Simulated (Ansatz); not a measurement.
# Nudged elastic band, with input and output: CH7AlN (part 1 of 2)

CH7AlN, multiplicity 2, computed with UKS B3LYP/6-31G* (Ansatz 0.2.0).

It belongs to a series of runs on one base structure; here: band between the two ends. Figures and captions count atoms from 1; the log counts them from 0 in places.

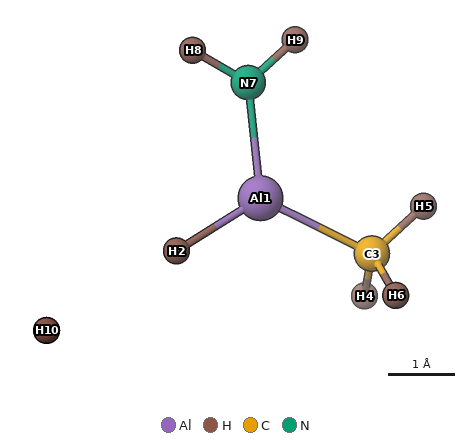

The structure as given in the input (ball-and-stick view, seen at a tilt; atoms are numbered from 1 in the order of the input). Sticks mark near contacts.

Input
```yaml
crystal:
  periodic: [false, false, false]
  atoms:
    - { symbol: Al, position_ang: [0.013591, -0.045941, -0.133931] }
    - { symbol: H, position_ang: [-0.064148, -0.24581, 1.444029] }
    - { symbol: C, position_ang: [1.697708, 0.068695, -1.138551] }
    - { symbol: H, position_ang: [2.261593, -0.871892, -1.069768] }
    - { symbol: H, position_ang: [1.546962, 0.283229, -2.203691] }
    - { symbol: H, position_ang: [2.35061, 0.852801, -0.731938] }
    - { symbol: "N", position_ang: [-1.555134, 0.067115, -0.976981] }
    - { symbol: H, position_ang: [-2.455148, 0.014928, -0.514809] }
    - { symbol: H, position_ang: [-1.682389, 0.192705, -1.973999] }
    - { symbol: H, position_ang: [-0.233045, -0.31593, 3.973839] }
magnetization:
  spin_polarized: true
  initial_magnetization: 1
basis:
  gaussian: { orbitals: "6-31G*" }
hamiltonian:
  xc: b3lyp
neb:
  order_check: false
  images: 9
  f_tol: 0.05
  max_iterations: 45
  final_atoms:
    - { symbol: Al, position_ang: [-0.16445353, -0.75694971, -0.61710568] }
    - { symbol: H, position_ang: [0.1358917, -0.18437212, 3.05627913] }
    - { symbol: C, position_ang: [1.60718232, -0.01514058, -1.13814102] }
    - { symbol: H, position_ang: [2.21710288, -0.77574206, -1.64048215] }
    - { symbol: H, position_ang: [1.48929953, 0.83664083, -1.8205325] }
    - { symbol: H, position_ang: [2.16791215, 0.32308333, -0.25885748] }
    - { symbol: "N", position_ang: [-1.62790768, -0.03791133, -1.36616769] }
    - { symbol: H, position_ang: [-2.57841214, -0.33404573, -1.17864083] }
    - { symbol: H, position_ang: [-1.62644276, 0.72825184, -2.03272711] }
    - { symbol: H, position_ang: [0.26042753, 0.21608554, 3.67057534] }
  initial_path:
    images:
      - { positions_ang: [[0.013591, -0.045941, -0.133931], [-0.064148, -0.24581, 1.444029], [1.697708, 0.068695, -1.138551], [2.261593, -0.871892, -1.069768], [1.546962, 0.283229, -2.203691], [2.35061, 0.852801, -0.731938], [-1.555134, 0.067115, -0.976981], [-2.455148, 0.014928, -0.514809], [-1.682389, 0.192705, -1.973999], [-0.233045, -0.31593, 3.973839]] }
      - { positions_ang: [[0.01095595, -0.03700204, -0.10709831], [-0.05078332, -0.19782158, 1.51726823], [1.69920258, 0.05593008, -1.10821764], [2.21662895, -0.90555229, -1.08784787], [1.55084766, 0.32959823, -2.15551522], [2.37536463, 0.790857, -0.66448397], [-1.57680275, 0.05323099, -0.97312417], [-2.43022475, -0.15213049, -0.5839177], [-1.72892773, 0.31719793, -1.89597879], [-0.18566122, -0.25440783, 3.73311545]] }
      - { positions_ang: [[0.0083209, -0.02806309, -0.08026562], [-0.03741863, -0.14983315, 1.59050746], [1.70069717, 0.04316515, -1.07788428], [2.17166489, -0.93921259, -1.10592774], [1.55473332, 0.37596745, -2.10733945], [2.40011927, 0.72891301, -0.59702994], [-1.5984715, 0.03934698, -0.96926734], [-2.40530151, -0.31918897, -0.65302641], [-1.77546647, 0.44169087, -1.81795857], [-0.13827743, -0.19288566, 3.4923919]] }
      - { positions_ang: [[0.00568585, -0.01912413, -0.05343293], [-0.02405395, -0.10184473, 1.66374668], [1.70219175, 0.03040023, -1.04755093], [2.12670084, -0.97287288, -1.12400761], [1.55861898, 0.42233668, -2.05916367], [2.4248739, 0.66696901, -0.52957591], [-1.62014026, 0.02546297, -0.96541051], [-2.38037826, -0.48624746, -0.72213511], [-1.8220052, 0.5661838, -1.73993836], [-0.09089365, -0.13136349, 3.25166836]] }
      - { positions_ang: [[0.0030508, -0.01018518, -0.02660024], [-0.01068926, -0.05385631, 1.73698591], [1.70368633, 0.01763531, -1.01721757], [2.08173678, -1.00653318, -1.14208748], [1.56250463, 0.46870591, -2.0109879], [2.44962854, 0.60502501, -0.46212188], [-1.64180901, 0.01157896, -0.96155368], [-2.35545502, -0.65330595, -0.79124382], [-1.86854394, 0.69067674, -1.66191814], [-0.04350986, -0.06984132, 3.01094481]] }
      - { positions_ang: [[0.00041575, -0.00124622, 0.00023245], [0.00267542, -0.00586788, 1.81022514], [1.70518092, 0.00487039, -0.98688421], [2.03677273, -1.04019347, -1.16016736], [1.56639029, 0.51507513, -1.96281212], [2.47438317, 0.54308102, -0.39466785], [-1.66347776, -0.00230505, -0.95769686], [-2.33053177, -0.82036443, -0.86035252], [-1.91508267, 0.81516967, -1.58389793], [0.00387392, -0.00831915, 2.77022126]] }
      - { positions_ang: [[-0.03255811, -0.15238692, -0.12323518], [0.02931868, -0.04156873, 2.05943594], [1.6855812, 0.00086819, -1.01713557], [2.07283876, -0.98730319, -1.25623031], [1.55097214, 0.57938827, -1.9343562], [2.41308897, 0.49908148, -0.36750578], [-1.65636374, -0.0094263, -1.03939102], [-2.38010785, -0.72310069, -0.92401018], [-1.85735469, 0.79778611, -1.67366376], [0.05518464, 0.03656178, 2.95029208]] }
      - { positions_ang: [[-0.06553196, -0.30352762, -0.2467028], [0.05596193, -0.07726958, 2.30864673], [1.66598148, -0.003134, -1.04738694], [2.10890479, -0.93441291, -1.35229327], [1.53555399, 0.64370141, -1.90590027], [2.35179476, 0.45508194, -0.3403437], [-1.64924973, -0.01654756, -1.12108519], [-2.42968392, -0.62583695, -0.98766785], [-1.79962671, 0.78040254, -1.7634296], [0.10649537, 0.08144272, 3.13036289]] }
      - { positions_ang: [[-0.09850582, -0.45466832, -0.37017043], [0.08260519, -0.11297043, 2.55785753], [1.64638176, -0.0071362, -1.0776383], [2.14497082, -0.88152262, -1.44835623], [1.52013584, 0.70801455, -1.87744435], [2.29050056, 0.4110824, -0.31318163], [-1.64213571, -0.02366882, -1.20277935], [-2.47925999, -0.52857321, -1.05132551], [-1.74189872, 0.76301897, -1.85319544], [0.15780609, 0.12632366, 3.31043371]] }
      - { positions_ang: [[-0.13147968, -0.60580901, -0.49363805], [0.10924844, -0.14867128, 2.80706833], [1.62678204, -0.01113839, -1.10788966], [2.18103685, -0.82863234, -1.54441919], [1.50471769, 0.77232769, -1.84898842], [2.22920636, 0.36708287, -0.28601956], [-1.63502169, -0.03079008, -1.28447352], [-2.52883607, -0.43130947, -1.11498317], [-1.68417074, 0.74563541, -1.94296128], [0.20911681, 0.1712046, 3.49050452]] }
      - { positions_ang: [[-0.16445353, -0.75694971, -0.61710568], [0.1358917, -0.18437212, 3.05627913], [1.60718232, -0.01514058, -1.13814102], [2.21710288, -0.77574206, -1.64048215], [1.48929953, 0.83664083, -1.8205325], [2.16791215, 0.32308333, -0.25885748], [-1.62790768, -0.03791133, -1.36616769], [-2.57841214, -0.33404573, -1.17864083], [-1.62644276, 0.72825184, -2.03272711], [0.26042753, 0.21608554, 3.67057534]] }
```

Machine: 1 thread of Intel Xeon @ 2.90GHz (Ice Lake), 192 GiB of memory available, shared host.

Launch command:
```bash
ansatz run input.yaml --threads 1 --pin off --max-ram 2048MiB --backend cpu --events-out ev --progress --plain --runs-dir out
```

Log
```
Engine: ansatz 0.2.0, x86_64-unknown-linux-gnu
Functional definition: B3LYP
  parameter a0 = 0.2
  parameter ax = 0.72
  parameter ac = 0.81
  exchange = (1 - a0 - ax)*slater_x + ax*b88_x + a0*exact_x
  correlation = (1 - ac)*vwn_rpa_c + ac*lyp_c
734 factors; integrals over basis functions are off by at most 5.8e-4 eV
mean field evaluation 1: about -9225.3262 eV, gradient 5.1e1 eV
mean field evaluation 2: about -9189.6662 eV, gradient 8.2e1 eV
mean field evaluation 4: about -9236.2701 eV, gradient 6.7e0 eV
mean field evaluation 8: about -9236.5558 eV, gradient 3.1e-1 eV
mean field evaluation 16: about -9236.5565 eV, gradient 9.7e-5 eV
mean field -9236.55652485 eV, -339.4371915253 hartree, gradient 2.2e-5 eV, S^2 0.750155; 0 other end points of the search recorded, 0 dependent functions left out
the calculation of the forces begins
reference -9236.55679365 eV, -339.4372014036 hartree; 17, 16 occupied and 46, 47 virtual orbitals, 734 factors
734 factors; integrals over basis functions are off by at most 9.0e-4 eV
mean field evaluation 32: about -9237.4861 eV, gradient 4.9e-5 eV
mean field -9237.48605958 eV, -339.4713512965 hartree, gradient 4.9e-5 eV, S^2 0.752012; 0 other end points of the search recorded, 0 dependent functions left out
[... from here on the field's lines of each further geometry are left out, up to the last ...]
NEB iter   1: max|band force component| = 4.695e0 eV/Å  barrier→ = 0.4621 eV  barrier← = 1.3916 eV  Δτ_max = 0.2000 Å  (307 SCF iters)
NEB iter   2: max|band force component| = 1.493e0 eV/Å  barrier→ = 0.1222 eV  barrier← = 1.0518 eV  Δτ_max = 0.2000 Å  (265 SCF iters)
NEB iter   3: max|band force component| = 9.814e0 eV/Å  barrier→ = 0.1947 eV  barrier← = 1.1243 eV  Δτ_max = 0.0999 Å  (262 SCF iters)
NEB iter   4: max|band force component| = 7.684e-1 eV/Å  barrier→ = 0.0275 eV  barrier← = 0.9570 eV  Δτ_max = 0.1995 Å  (252 SCF iters)
NEB iter   5: max|band force component| = 4.325e-1 eV/Å  barrier→ = 0.0133 eV  barrier← = 0.9428 eV  CI = image 2  Δτ_max = 0.2000 Å  (247 SCF iters)
NEB iter   6: max|band force component| = 3.896e-1 eV/Å  barrier→ = 0.0221 eV  barrier← = 0.9516 eV  CI = image 2  Δτ_max = 0.0868 Å  (250 SCF iters)
NEB iter   7: max|band force component| = 3.030e-1 eV/Å  barrier→ = 0.0202 eV  barrier← = 0.9497 eV  CI = image 2  Δτ_max = 0.1528 Å  (240 SCF iters)
NEB iter   8: max|band force component| = 1.897e-1 eV/Å  barrier→ = 0.0167 eV  barrier← = 0.9463 eV  CI = image 2  Δτ_max = 0.1986 Å  (245 SCF iters)
NEB iter   9: max|band force component| = 1.497e-1 eV/Å  barrier→ = 0.0151 eV  barrier← = 0.9446 eV  CI = image 2  Δτ_max = 0.0776 Å  (249 SCF iters)
NEB iter  10: max|band force component| = 1.425e-1 eV/Å  barrier→ = 0.0145 eV  barrier← = 0.9441 eV  CI = image 2  Δτ_max = 0.0842 Å  (238 SCF iters)
NEB iter  11: max|band force component| = 1.094e-1 eV/Å  barrier→ = 0.0140 eV  barrier← = 0.9436 eV  CI = image 2  Δτ_max = 0.0580 Å  (236 SCF iters)
NEB iter  12: max|band force component| = 8.205e-2 eV/Å  barrier→ = 0.0136 eV  barrier← = 0.9432 eV  CI = image 2  Δτ_max = 0.0444 Å  (234 SCF iters)
NEB iter  13: max|band force component| = 5.881e-2 eV/Å  barrier→ = 0.0133 eV  barrier← = 0.9429 eV  CI = image 2  Δτ_max = 0.0480 Å  (231 SCF iters)
the calculation of the forces begins
reference -9237.48618958 eV, -339.4713560741 hartree; 17, 16 occupied and 46, 47 virtual orbitals, 734 factors
734 factors; integrals over basis functions are off by at most 5.9e-4 eV
mean field evaluation 1024: about -9233.9869 eV, gradient 2.0e1 eV
mean field -9236.54345013 eV, -339.4367110382 hartree, gradient 4.5e-5 eV, S^2 0.752869; 1 other end points of the search recorded, 0 dependent functions left out
the calculation of the forces begins
reference -9236.54369945 eV, -339.4367202006 hartree; 17, 16 occupied and 46, 47 virtual orbitals, 734 factors
NEB iter  14: max|band force component| = 4.451e-2 eV/Å  barrier→ = 0.0131 eV  barrier← = 0.9426 eV  CI = image 2  Δτ_max = 0.0000 Å  (486 SCF iters)
```

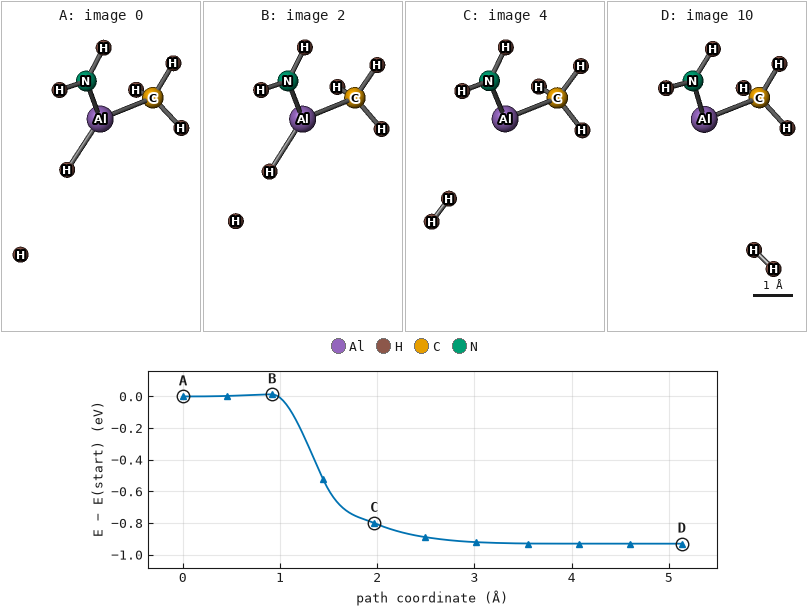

Images of the last band (counted from 0; ball-and-stick, seen at a tilt) above the energy along the path; the line is a cubic interpolation that uses the forces. The highest image is number 2, 0.013 eV above the start and 0.943 eV above the end (the climbing image); the end lies 0.930 eV below the start. The path is 5.13 Å long. The band converged in 14 iterations.
